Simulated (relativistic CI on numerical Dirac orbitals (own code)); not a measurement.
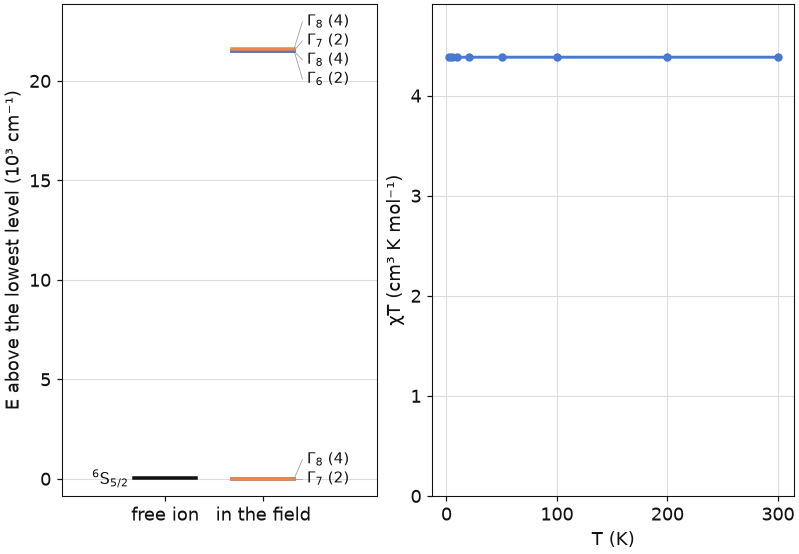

Crystal-field levels of Co⁴⁺ (cobalt, Z = 27) (3d⁵) in a cubic field. Labels give the double-group representation and, in brackets, the degeneracy; the lowest 6 of 84 levels are drawn. Computed by relativistic configuration interaction, KLI exchange-only orbitals, Breit term, model QED, valence Slater integrals scaled by 0.8. One open-shell configuration in a parametric field without covalency; powder susceptibility by Van Vleck's formula.

### Is the site octahedral or tetrahedral, and how large is 10Dq?

Tetrahedral, |10Dq| = 15,000 cm⁻¹. The free ion's lowest level is ⁶S₅/₂. The ground level is Γ₇, a Kramers doublet, with total spin S = 2.50 (from expectation values); its principal g values, for an effective spin of 1/2, are 3.34, 3.34 and 3.34. The next level lies at 0.020 cm⁻¹ (Γ₈). The field lowers the ground state by 9 cm⁻¹ against the free ion. χT is 4.38 cm³ K mol⁻¹ at 2 K, 4.38 at 50 K and 4.38 at 300 K, an effective moment of 5.92 μB at room temperature.
